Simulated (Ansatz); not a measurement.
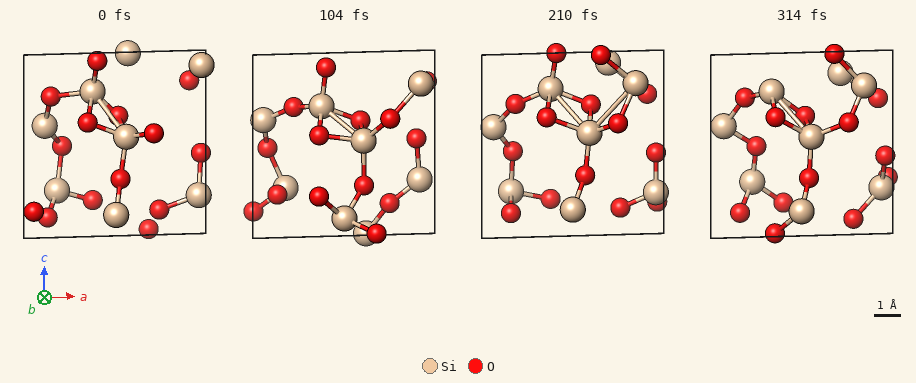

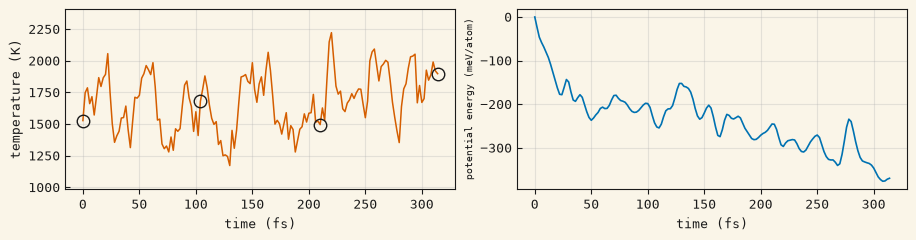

Molecular dynamics of an amorphous cell of composition Si4O7 (22 atoms in the cell), 314 fs long. It starts from the last geometry of an earlier run, with fresh velocities. Frames and the history of the run. A ball-and-stick model of the simulation cell, seen along the b axis. Atoms that leave the cell re-enter on the other side. Bonds to atoms that aren't drawn are left out.

Method: DFT PBE, scalar-relativistic, plane waves, PAW (Ansatz). Set-up: plane-wave cutoff 420 eV; k-point mesh 1 × 1 × 1; Fermi-Dirac smearing 0.138 eV; volume 1.05 times that of the relaxed crystal; set temperature 1600 K; time step 2 fs.

Input
```yaml
crystal:
  lattice:
    - [7.084207, 0.066361, 0.097276]
    - [0.066361, 6.97409, -0.035855]
    - [0.097276, -0.035855, 7.132386]
  atoms:
    - { symbol: Si, position: [0.5044477768, 0.1319570901, 0.1100104451] }
    - { symbol: Si, position: [0.5590648341, 0.2088107868, 0.5348077685] }
    - { symbol: Si, position: [0.5685073152, 0.7377543872, 0.990557039] }
    - { symbol: Si, position: [0.3745251213, 0.3866239754, 0.7871704416] }
    - { symbol: Si, position: [0.1116857619, 0.6789204285, 0.60718393] }
    - { symbol: Si, position: [0.179320452, 0.8785409625, 0.2522426751] }
    - { symbol: Si, position: [0.9733723251, 0.029135555, 0.9149478185] }
    - { symbol: Si, position: [0.9577739315, 0.5907301379, 0.2061835306] }
    - { symbol: O, position: [0.2068196392, 0.8661946501, 0.4943586291] }
    - { symbol: O, position: [0.3478216164, 0.1807626396, 0.6180588045] }
    - { symbol: O, position: [0.7412112917, 0.6356418161, 0.1328581584] }
    - { symbol: O, position: [0.5280684367, 0.236353255, 0.3054706715] }
    - { symbol: O, position: [0.1280497846, 0.7172557783, 0.1068151127] }
    - { symbol: O, position: [0.145010294, 0.50414543, 0.7658434109] }
    - { symbol: O, position: [0.9055196484, 0.8100876201, 0.8336127334] }
    - { symbol: O, position: [0.6827824131, 0.983750205, 0.0283986166] }
    - { symbol: O, position: [0.4005709581, 0.2431304177, 0.9532975161] }
    - { symbol: O, position: [0.0525530781, 0.0688639877, 0.1397586637] }
    - { symbol: O, position: [0.5158292398, 0.4606489539, 0.6506745035] }
    - { symbol: O, position: [0.3756233293, 0.9392881404, 0.1946444848] }
    - { symbol: O, position: [0.9698019897, 0.5992983944, 0.4361901444] }
    - { symbol: O, position: [0.711430445, 0.0484901252, 0.5496982746] }
  symmetry: { detect: false }
basis:
  ecutwfc: 420
  xc_grid: 1
kpoints:
  mp_grid: { grid: [1, 1, 1], shift: [0.25, 0.25, 0.25] }
hamiltonian:
  xc: pbe
scf:
  occupations: { method: fermi_dirac, width: 0.1379 }
  lower_state_search: "off"
  convergence: { dr2_threshold: 1.0e-05 }
output:
  forces: true
  stress: true
md:
  timestep: 2.0
  n_steps: 157
  ensemble: nvt_langevin
  friction: 0.03
  temperature: 1600.0
  initial_velocities: maxwell_boltzmann
  seed: 87097
```

Run as
```bash
ansatz run input.yaml --threads 2 --pin off --max-ram 5120MiB --backend cpu --events-out ev --progress --plain --runs-dir out
```

Q: What do the frames and curves show?

A: The mean temperature in the second half is 1734 K (standard deviation 214 K). The potential energy is still drifting at the end, so the run hasn't reached equilibrium. The potential energy in the second half lies on average 289 meV per atom below the first frame. The mean pressure there is −0.3 GPa. Root-mean-square distances from the starting positions over the second half, with the common drift of all atoms taken out: Si 0.70 Å, O 0.62 Å. Against the typical shortest distance between atoms in the first frame, about 1.6 Å these are large excursions, but over 314 fs one can't yet tell strong vibration from the start of diffusion. 3 of the 22 free atoms end more than three quarters of that spacing from the start. Bond changes: 3 O–Si bonds form between 94 fs and 258 fs; 3 O–Si bonds break between 112 fs and 254 fs.

Limits of the set-up: the periodic images lie only 7.0 Å apart, so the values are limited by the cell's size.

Cost: 3.9 min on 2 threads of Arm Neoverse V2, on a shared host, peak memory 0.44 GiB.
